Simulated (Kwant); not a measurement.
System: wire with a side stub in a Ge (holes) two-dimensional gas. Effective mass 0.06 mₑ, grid spacing 2.7 nm, hard walls, nominal width 80 nm (29 grid rows, so walls 81 nm apart), one parabolic valley, scattering region 240 nm long along x; energies count from the band bottom; Fermi energy swept from 0.0007834 to 0.0093028 eV. Closed stub on one side, 52 nm wide and 53 nm deep.

The device is made up for the run: typed textbook-type constants, with dimensions and the other settings drawn at random.

Computed with Kwant: effective-mass tight-binding model on a square grid, one spin, coherent transport at 0 K. Conductance is in e²/h.

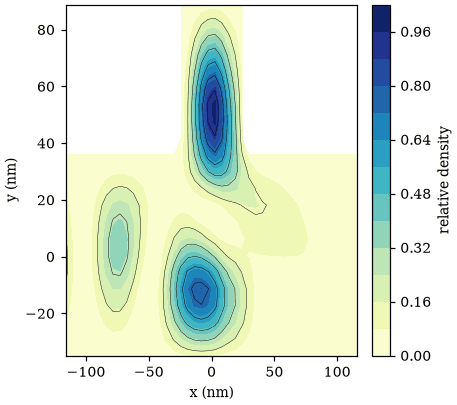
Fig. 1. Density of the scattering states that come in from the left lead, at energy = 0.0029312 eV, in bins, relative to the largest site value

The conductance there is 0.58 e²/h with 1 open channel(s) in the leads.
